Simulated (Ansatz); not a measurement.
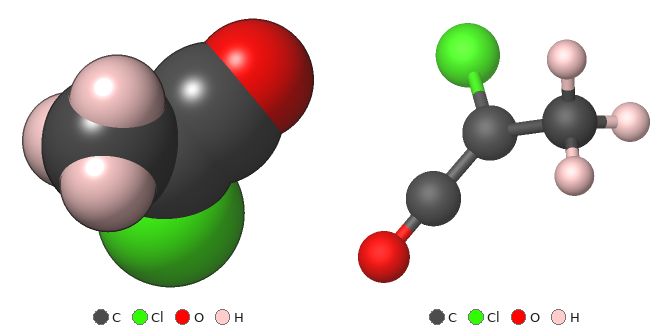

Both panels show the same species.

Computed geometry: PBE0-D4/def2-TZVP optimisation.

Question: Which formula does it have?

Answer: C₃H₃ClO, 8 atoms: 3 carbon, 3 hydrogen, 1 chlorine and 1 oxygen.

Question: Which point group does it belong to?

Answer: Cs.

Question: Name some functional groups or characteristic bonds that it holds.

Answer: Among them: C–Cl bond.

More results for the same structure follow; atom numbers are the same in all pictures, views and colours differ.

**Shape**

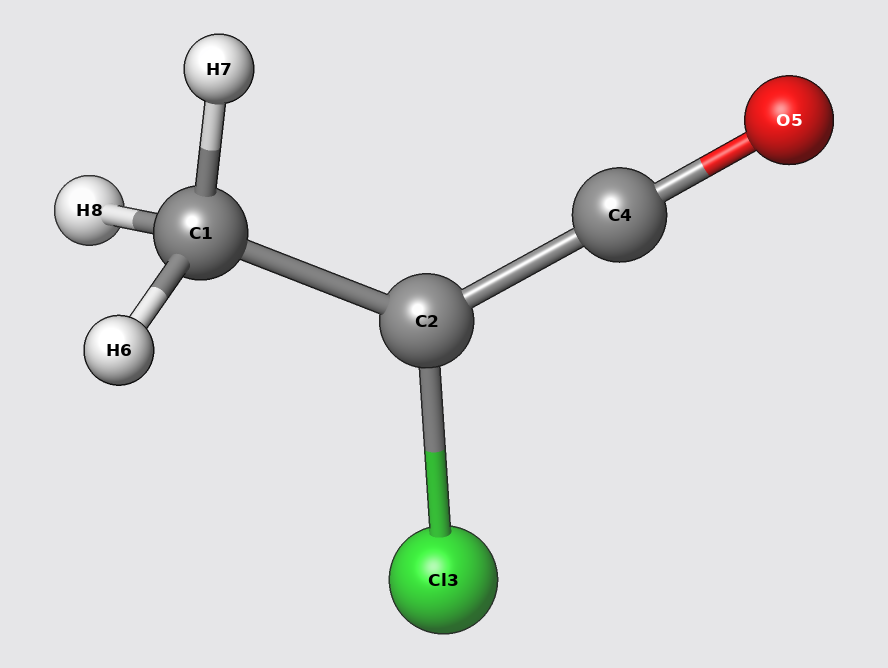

The atoms are numbered.

What are the angles C2–C1–H7, C2–C1–H6, H6–C1–H8, H6–C1–H7, C1–C2–Cl3, C1–C2–C4, Cl3–C2–C4, C2–C4–O5?

```csv
angle,degrees
C2–C1–H7,110.4
C2–C1–H6,110.7
H6–C1–H8,108.4
H6–C1–H7,108.2
C1–C2–Cl3,119.4
C1–C2–C4,124.4
Cl3–C2–C4,116.2
C2–C4–O5,179.5
```

**Levels of theory compared**

Program: Ansatz 0.2.0.

At this fixed geometry, give HOMO energy (eV) at these levels: B97M-V/def2-TZVPP; BHLYP-D4/def2-TZVPP; BLYP-D4/def2-TZVPP; HSE06 (plane-wave form)-D4/def2-TZVPP; PBE-D4/def2-TZVPP; PBE0-D4/def2-SVP; PBE0-D4/def2-TZVPP; SPW92 (LDA)/def2-TZVPP; r2SCANh-D4/def2-TZVPP; revPBE-D4/def2-TZVPP; ωB97M-V/def2-QZVPP; ωB97X-V/def2-TZVPP.

```json
{"level": "B97M-V/def2-TZVPP", "HOMO energy (eV)": "−5.63"}
{"level": "BHLYP-D4/def2-TZVPP", "HOMO energy (eV)": "−7.71"}
{"level": "BLYP-D4/def2-TZVPP", "HOMO energy (eV)": "−5.22"}
{"level": "HSE06 (plane-wave form)-D4/def2-TZVPP", "HOMO energy (eV)": "−6.17"}
{"level": "PBE-D4/def2-TZVPP", "HOMO energy (eV)": "−5.34"}
{"level": "PBE0-D4/def2-SVP", "HOMO energy (eV)": "−6.45"}
{"level": "PBE0-D4/def2-TZVPP", "HOMO energy (eV)": "−6.57"}
{"level": "SPW92 (LDA)/def2-TZVPP", "HOMO energy (eV)": "−5.51"}
{"level": "r2SCANh-D4/def2-TZVPP", "HOMO energy (eV)": "−6.02"}
{"level": "revPBE-D4/def2-TZVPP", "HOMO energy (eV)": "−5.28"}
{"level": "ωB97M-V/def2-QZVPP", "HOMO energy (eV)": "−8.77"}
{"level": "ωB97X-V/def2-TZVPP", "HOMO energy (eV)": "−8.85"}
```

**Vibrations**

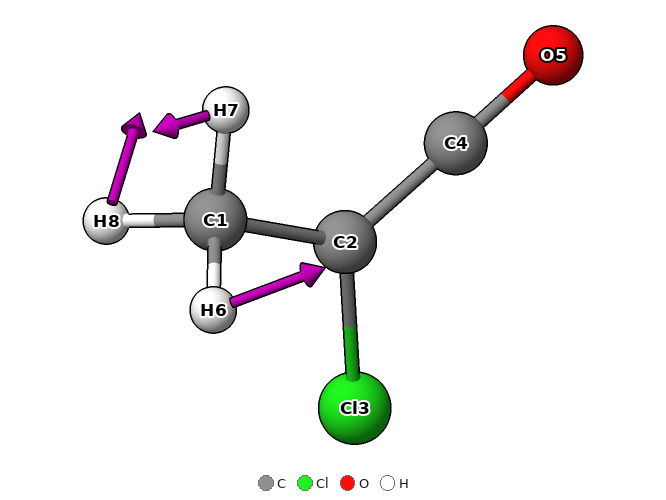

The arrows show one normal mode. Harmonic vibrations computed with RKS PBE0-D4/def2-TZVP (Ansatz 0.2.0) at a stationary point of the same level.

Question: What kind of motion is it?

Answer: Mostly H–C–H bending.

Question: Estimate its harmonic wavenumber.

Answer: 1497 cm⁻¹; it is mode 14 of 18 counted from the lowest.

**Thermal motion**

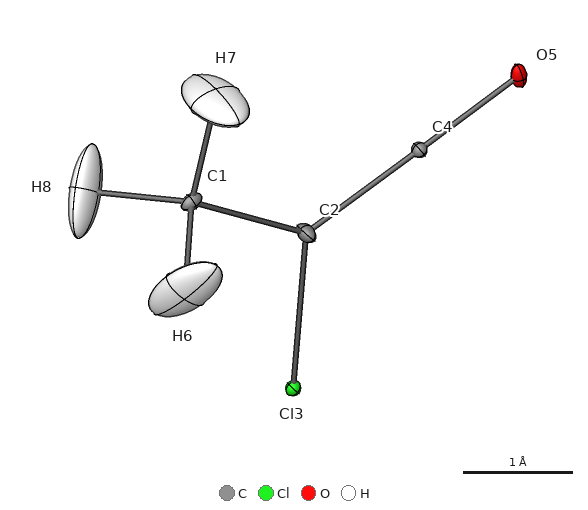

Displacement ellipsoids at the 50 % level, from the internal vibrations of the free molecule (harmonic, no overall translation or rotation; no half-axis is drawn under 0.075 Å). Vibrations computed with RKS PBE0-D4/def2-TZVP (Ansatz 0.2.0). Temperature: 298 K.

Give the displacement parameters, one line for each set of equivalent atoms.

```csv
atom,U_eq (Å²),rms amplitudes (Å)
C1,0.0028,"0.027, 0.052, 0.070"
C2,0.0038,"0.037, 0.059, 0.082"
Cl3,0.0011,"0.013, 0.026, 0.048"
C4,0.0021,"0.039, 0.045, 0.054"
O5,0.0034,"0.036, 0.037, 0.087"
"H6, H8",0.0367,"0.084, 0.150, 0.284"
H7,0.0364,"0.086, 0.168, 0.272"
```
